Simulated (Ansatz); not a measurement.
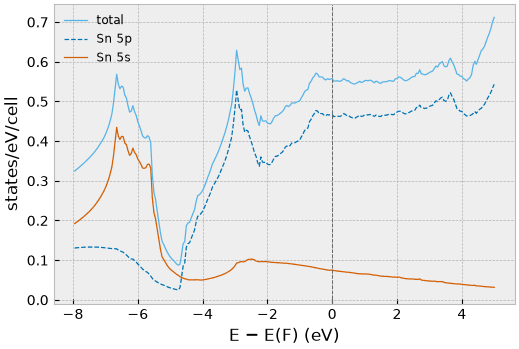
*Total and projected density of states of Sn (bcc (W type), Im-3m), plane-wave PAW r²SCAN (Ansatz code)*

Q: Which orbitals carry the states next to the Fermi level?

A: Within 0.5 eV of the Fermi level: Sn 5p 84 %, Sn 5s 13 %. Projections are on Löwdin-orthogonalised atomic valence shells; empty p or d shells of many metals are not among them.

Q: Where is the tallest occupied peak in this window, and what makes it?

A: Near -2.9 eV, about 0.63 states/eV per cell; the largest projected share is Sn 5p.

The first step of the workflow began from a Materials Project structure, measured or hypothetical; the Crystallography Open Database copy checked does not list it. It is not the phase usual at ambient conditions (space group No. 141). The r²SCAN relaxation kept the symmetry of its start. At this level the phase is mechanically unstable. Spin–orbit coupling is left out wherever it is not named.

Potentials: the earlier of the program's two PAW sets.
